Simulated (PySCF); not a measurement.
# What a change does: excited-state calculation on C$_{4}$H$_{5}$BO

System: C$_{4}$H$_{5}$BO.
Method of run 1: TDDFT PBE0/6-31G*, vertical, gas phase, core orbitals frozen in the response (PySCF 2.14.0).

The geometry comes from this level: PBE0-D3(BJ)/def2-SVP. Text and figures count atoms from 1; the logs count them from 0 in places.

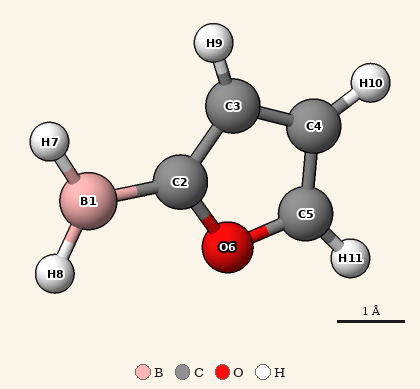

The structure (ball-and-stick view, seen at a tilt; atoms are numbered from 1 in the order of the input). Bond lengths as drawn: B–C 1.51 Å, B–H 1.21 Å, C–C 1.37 to 1.41 Å, C–H 1.09 Å and C–O 1.33 to 1.38 Å.

**Input file, run 1**
```
{"job": {"kind": "uv", "xc": "PBE0", "basis": "6-31G*"}, "charge": 0, "multiplicity": 1}
B      2.049910     0.109037    -0.539668
C      0.586904     0.067915    -0.153014
C     -0.322254    -0.976198    -0.070485
C     -1.558375    -0.438881     0.352815
C     -1.328280     0.907332     0.503934
O     -0.074720     1.219778     0.209142
H      2.586238    -0.927128    -0.851857
H      2.663270     1.147994    -0.535741
H     -0.095081    -2.016459    -0.297437
H     -2.497107    -0.959987     0.526669
H     -1.974470     1.727539     0.812449
```

The first line tells a small driver script what to run in PySCF; the rest is the geometry in Å.

Command:
```bash
OMP_NUM_THREADS=1 python <driver script> task.json out
```

Hardware: 1 CPU thread, shared host.

**Output (run 1)**
```
coarse grid: 9616 points
cycle   1  E = -255.1721663120  dE =  9.705e-01  |g| = 4.083e-01  |ddm| = 3.293e+00
cycle   2  E = -255.1444057972  dE =  2.776e-02  |g| = 5.744e-01  |ddm| = 8.049e-01
cycle   3  E = -255.2117184728  dE = -6.731e-02  |g| = 1.055e-01  |ddm| = 4.986e-01
cycle   4  E = -255.2138980583  dE = -2.180e-03  |g| = 4.083e-02  |ddm| = 1.134e-01
cycle   5  E = -255.2142913705  dE = -3.933e-04  |g| = 1.290e-02  |ddm| = 4.966e-02
cycle   6  E = -255.2143362596  dE = -4.489e-05  |g| = 3.282e-03  |ddm| = 1.478e-02
cycle   7  E = -255.2143384415  dE = -2.182e-06  |g| = 1.431e-03  |ddm| = 3.946e-03
final grid: 94112 points
cycle   8  E = -255.1640195382  dE = -1.141e-05  |g| = 8.739e-03  |ddm| = 2.135e-02
cycle   9  E = -255.1639911249  dE =  2.841e-05  |g| = 1.462e-02  |ddm| = 1.715e-02
cycle  10  E = -255.1640360643  dE = -4.494e-05  |g| = 1.843e-03  |ddm| = 1.146e-02
cycle  11  E = -255.1640369472  dE = -8.829e-07  |g| = 2.574e-04  |ddm| = 2.023e-03
cycle  12  E = -255.1640369631  dE = -1.592e-08  |g| = 7.222e-05  |ddm| = 2.680e-04
cycle  13  E = -255.1640369642  dE = -1.154e-09  |g| = 2.854e-05  |ddm| = 8.512e-05
cycle  14  E = -255.1640369644  dE = -1.961e-10  |g| = 7.705e-06  |ddm| = 3.089e-05
converged SCF energy = -255.1640369644

Static polarisability (au): isotropic 55.697, principal 23.614 55.711 87.765

Singlet excitations
state   eV       nm        f      main configurations
  1   5.0082    247.6   0.35445   H->L 0.96
  2   5.7586    215.3   0.04405   H-1->L 0.93
  3   5.7888    214.2   0.00006   H-2->L 0.99
  4   6.3621    194.9   0.00205   H-3->L 0.99
  5   7.4715    165.9   0.09162   H->L+1 0.88
  6   7.5238    164.8   0.00420   H-4->L 0.97
  7   8.3366    148.7   0.06763   H-1->L+1 0.53, H->L+2 0.41
  8   8.3838    147.9   0.00107   H-5->L 0.98
  9   8.7003    142.5   0.00006   H->L+3 0.95
 10   8.9296    138.8   0.00525   H-6->L 0.81, H-2->L+1 0.11

Triplet excitations (Tamm-Dancoff, eV): 3.0890 4.5538 5.2402 5.5720
```

The input of run 2 differs as follows (lines with − go, lines with + come):
```diff
-"basis": "6-31G*"
+"basis": "def2-SVP"
```

What does this change do to the results?

The total energy of run 2 is 114.2 kcal/mol higher, which measures the change of basis and not a stability. The HOMO goes from −6.99 to −7.23 eV. The LUMO goes from −1.60 to −1.86 eV. The dipole moment goes from 2.48 to 2.40 D. The lowest excitation goes from 5.01 to 4.96 eV. The strongest computed line goes from 5.01 to 4.96 eV. The number of SCF iterations is the same. The basis functions go from 94 to 109.

**Output (run 2)**
```
coarse grid: 9616 points
cycle   1  E = -254.8990198608  dE =  9.230e-01  |g| = 3.938e-01  |ddm| = 3.691e+00
cycle   2  E = -254.8706761068  dE =  2.834e-02  |g| = 5.645e-01  |ddm| = 8.554e-01
cycle   3  E = -254.9358411139  dE = -6.517e-02  |g| = 9.648e-02  |ddm| = 4.981e-01
cycle   4  E = -254.9375684352  dE = -1.727e-03  |g| = 4.168e-02  |ddm| = 1.113e-01
cycle   5  E = -254.9379835574  dE = -4.151e-04  |g| = 1.248e-02  |ddm| = 5.190e-02
cycle   6  E = -254.9380255520  dE = -4.199e-05  |g| = 3.321e-03  |ddm| = 1.580e-02
cycle   7  E = -254.9380277742  dE = -2.222e-06  |g| = 1.366e-03  |ddm| = 4.062e-03
final grid: 94112 points
cycle   8  E = -254.9820072159  dE = -1.400e-05  |g| = 8.943e-03  |ddm| = 2.572e-02
cycle   9  E = -254.9819750612  dE =  3.215e-05  |g| = 1.538e-02  |ddm| = 1.782e-02
cycle  10  E = -254.9820238630  dE = -4.880e-05  |g| = 1.675e-03  |ddm| = 1.220e-02
cycle  11  E = -254.9820246112  dE = -7.481e-07  |g| = 2.287e-04  |ddm| = 1.917e-03
cycle  12  E = -254.9820246232  dE = -1.207e-08  |g| = 7.458e-05  |ddm| = 2.718e-04
cycle  13  E = -254.9820246245  dE = -1.265e-09  |g| = 2.699e-05  |ddm| = 9.185e-05
cycle  14  E = -254.9820246247  dE = -1.837e-10  |g| = 6.598e-06  |ddm| = 3.160e-05
converged SCF energy = -254.9820246247

Static polarisability (au): isotropic 58.666, principal 29.464 57.045 89.489

Singlet excitations
state   eV       nm        f      main configurations
  1   4.9576    250.1   0.36199   H->L 0.97
  2   5.6525    219.3   0.00010   H-2->L 0.99
  3   5.7347    216.2   0.04090   H-1->L 0.93
  4   6.2806    197.4   0.00327   H-3->L 0.99
  5   7.3942    167.7   0.09680   H->L+1 0.89
  6   7.4523    166.4   0.00425   H-4->L 0.97
  7   8.1937    151.3   0.01498   H->L+3 0.68, H->L+2 0.14, H-1->L+1 0.14
  8   8.1967    151.3   0.03699   H-1->L+1 0.34, H->L+2 0.33, H->L+3 0.29
  9   8.2924    149.5   0.00119   H-5->L 0.96
 10   8.7865    141.1   0.00509   H-6->L 0.69, H-2->L+1 0.24

Triplet excitations (Tamm-Dancoff, eV): 3.1100 4.5543 5.0826 5.5375
```

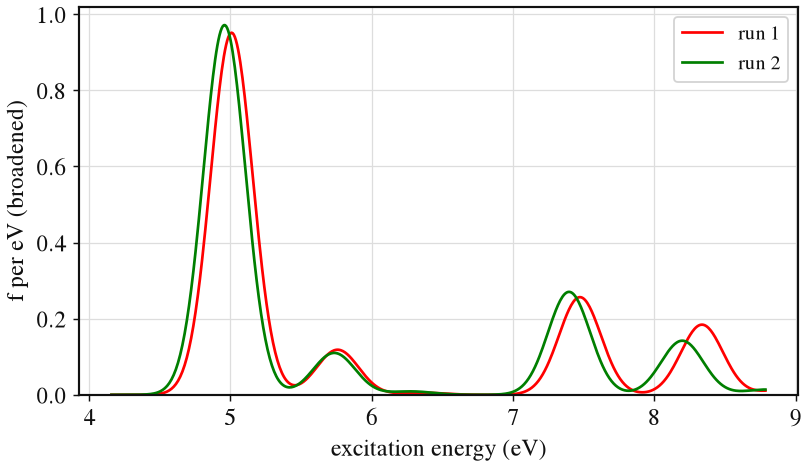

Absorption of the two runs from their computed states, each broadened by a Gaussian of 0.35 eV full width; the range ends where the shorter list of states ends.

**The two runs side by side**

```tsv
quantity	run 1	run 2
outcome	converged	converged
total energy (hartree)	−255.164037	−254.982025
HOMO (eV)	−6.99	−7.23
LUMO (eV)	−1.60	−1.86
dipole moment (D)	2.48	2.40
lowest excitation (eV)	5.01	4.96
SCF iterations	14	14
strongest computed line (eV)	5.01	4.96
basis functions	94	109
wall time (shared host)	9.2 s	11 s
```
